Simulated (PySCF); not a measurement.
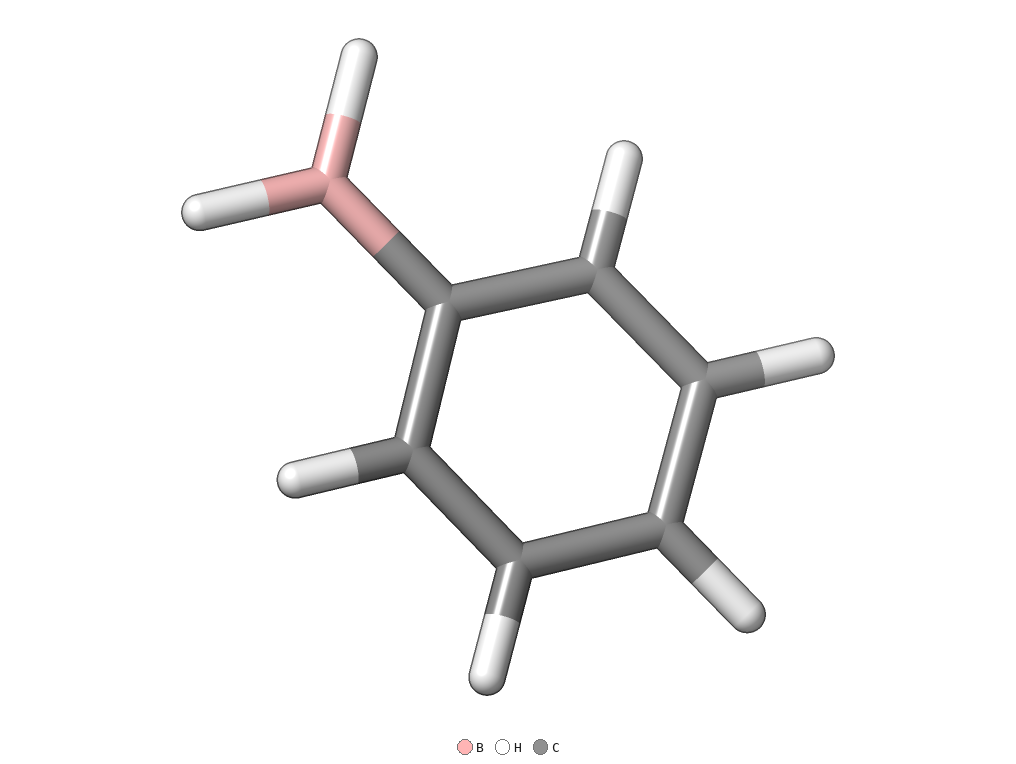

Rendered structure (stick style).

> Which formula does it have?

C6H7B, 14 atoms: 6 carbon, 7 hydrogen and 1 boron.

> How many bonds of each kind are drawn?

6 C–C, 5 C–H, 2 B–H, 1 C–B.

The parts below concern this one geometry. Atoms keep their numbers from picture to picture. The computed structure is the end point of a PBE0-D3(BJ)/def2-SVP optimisation. No frequency run is at hand to confirm it as a minimum.

Shape

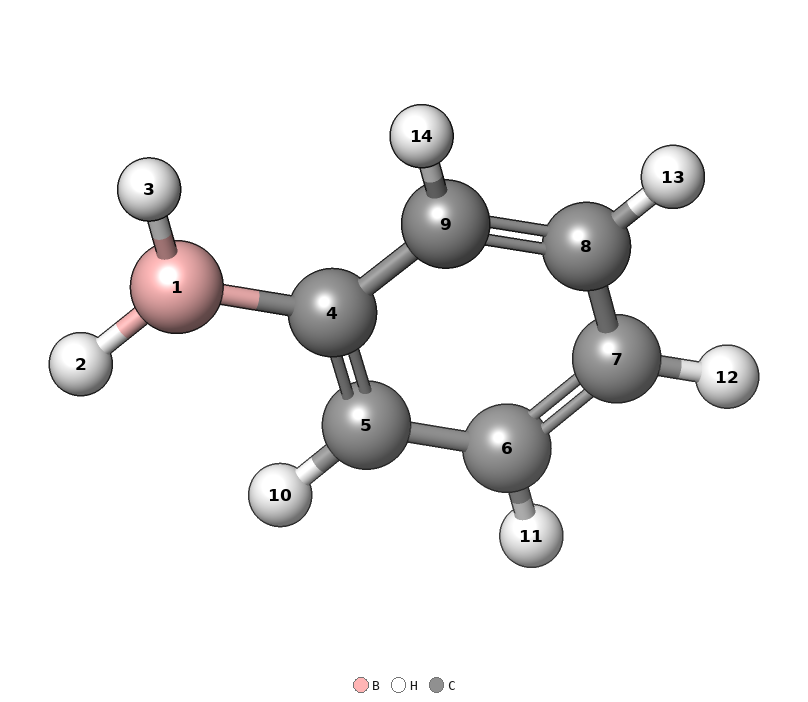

Atoms carry their numbers in the input. No frequency run is at hand to confirm it as a minimum.

> How are the neighbours of atom 1 arranged?

B1 has 3 neighbours (H2 at 1.21, H3 at 1.21, C4 at 1.54 Å); the arrangement is trigonal planar.

> How are the neighbours of atom 4 arranged?

C4 has 3 neighbours (B1 at 1.54, C5 at 1.41, C9 at 1.41 Å); the arrangement is trigonal planar.

> Describe the coordination of atom 5.

C5 has 3 neighbours (C4 at 1.41, C6 at 1.39, H10 at 1.09 Å); the arrangement is trigonal planar.

> What is the geometry at C6?

C6 has 3 neighbours (C5 at 1.39, C7 at 1.40, H11 at 1.09 Å); the arrangement is trigonal planar.

> What is the dihedral angle B1–C4–C5–C6?

180° in size, that is anti.

Spin–spin coupling

No frequency run is at hand to confirm it as a minimum. Level of theory: B3LYP/pcJ-1 indirect spin-spin coupling, non-relativistic, gas phase (PySCF 2.14.0). Isotopes: 11B, 13C, 1H.

Give the spin–spin coupling constants of these pairs, with the number of bonds between them: B1/C4, B1/C5, B1/C6, B1/H14, B1/H10.

| pair | bonds apart | J (Hz) |
| --- | --- | --- |
| B1, C4 | 1 | 68.4 |
| B1, C5 | 2 | 4.8 |
| B1, C6 | 3 | 3.8 |
| B1, H14 | 3 | 5.1 |
| B1, H10 | 3 | 5.1 |

Ring current

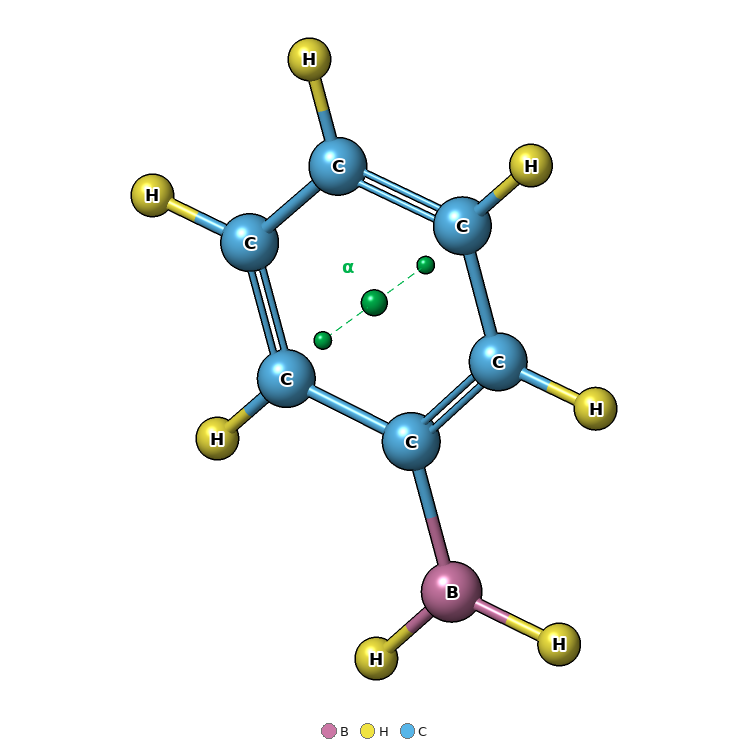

The small points mark where nucleus-independent chemical shifts (NICS) were computed: at the centre of each lettered ring and 1 Å above and below it. No frequency run is at hand to confirm it as a minimum. Level of theory: GIAO ωB97X-D/pcSseg-1 NMR shielding, non-relativistic, gas phase (PySCF 2.14.0).

Give NICS(0), NICS(1) and the out-of-plane component NICS(1)zz for each ring (means of the two sides).

```
ring  members  NICS(0)  NICS(1)  NICS(1)zz
   α       C6     −7.6    −11.2      −28.4
```

Values in ppm.

> What do the values say about the ring currents?

Ring α: diatropic, as in an aromatic ring. NICS is one index among several.

Quadrupole coupling

No frequency run is at hand to confirm it as a minimum. Electric field gradients from the ground-state density, PBE0/pcSseg-1 (PySCF 2.14.0), non-relativistic apart from any core potentials.

Give the largest field-gradient component, the quadrupole coupling constant and the asymmetry for 11B at B1 (Q = 40.59 mb), 2H at H2 (Q = 2.86 mb), 2H at H10 (Q = 2.86 mb).

| atom | V_zz (a.u.) | e²qQ/h (MHz) | η |
| --- | --- | --- | --- |
| B1 | 0.586 | 5.59 | 0.04 |
| H2 | 0.199 | 0.134 | 0.11 |
| H10 | 0.300 | 0.202 | 0.05 |
